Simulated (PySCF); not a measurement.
Consider C₃H₁₁PSi₂.

```json
{"atom": "C", "x (Å)": "2.7420", "y (Å)": "0.2064", "z (Å)": "-0.4238"}
{"atom": "C", "x (Å)": "1.7900", "y (Å)": "-0.7124", "z (Å)": "-0.4794"}
{"atom": "Si", "x (Å)": "0.5584", "y (Å)": "-1.0683", "z (Å)": "0.9044"}
{"atom": "Si", "x (Å)": "-1.4174", "y (Å)": "0.0920", "z (Å)": "0.4207"}
{"atom": "C", "x (Å)": "-2.1659", "y (Å)": "-0.4709", "z (Å)": "-1.2429"}
{"atom": "P", "x (Å)": "-1.1639", "y (Å)": "2.3264", "z (Å)": "0.2396"}
{"atom": "H", "x (Å)": "2.9054", "y (Å)": "0.7963", "z (Å)": "0.4644"}
{"atom": "H", "x (Å)": "3.4066", "y (Å)": "0.4144", "z (Å)": "-1.2494"}
{"atom": "H", "x (Å)": "1.6747", "y (Å)": "-1.2733", "z (Å)": "-1.4006"}
{"atom": "H", "x (Å)": "1.1689", "y (Å)": "-0.6549", "z (Å)": "2.1758"}
{"atom": "H", "x (Å)": "0.3692", "y (Å)": "-2.5243", "z (Å)": "0.9623"}
{"atom": "H", "x (Å)": "-2.4615", "y (Å)": "-0.0670", "z (Å)": "1.4529"}
{"atom": "H", "x (Å)": "-1.4807", "y (Å)": "-0.2860", "z (Å)": "-2.0665"}
{"atom": "H", "x (Å)": "-3.0878", "y (Å)": "0.0615", "z (Å)": "-1.4605"}
{"atom": "H", "x (Å)": "-2.3906", "y (Å)": "-1.5330", "z (Å)": "-1.2318"}
{"atom": "H", "x (Å)": "-0.0109", "y (Å)": "2.2572", "z (Å)": "-0.5227"}
{"atom": "H", "x (Å)": "-0.4435", "y (Å)": "2.4479", "z (Å)": "1.4140"}
```

Geometry: GFN2-xTB.

These are results of PySCF, CAM-B3LYP/def2-SVPD, SCF density, gas phase, not measurements.

What will maps of the electron density and electron localisation function show?

C–C (1.32 Å): ρ is about 2.3 e/Å³ halfway; the ELF peaks at about 0.95 between the atoms; a multiple bond.
C–Si (1.89 Å): ρ at the midpoint is about 0.94 e/Å³; the ELF peaks at about 1 between the atoms; a covalent bond.
C–H (1.08 Å): ρ is about 2 e/Å³ halfway; the ELF climbs to about 1 towards the hydrogen, as it does in any bond to H (an ordinary covalent bond to hydrogen).

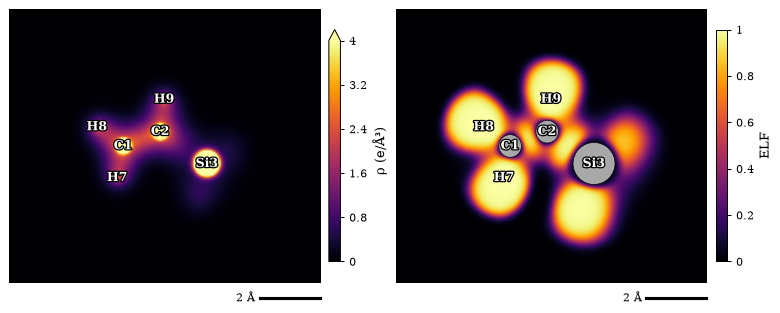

Computed electron density and electron localisation function on the plane of atoms C1, C2 and Si3, in this order. Grey discs cover the atomic cores in the ELF map. 
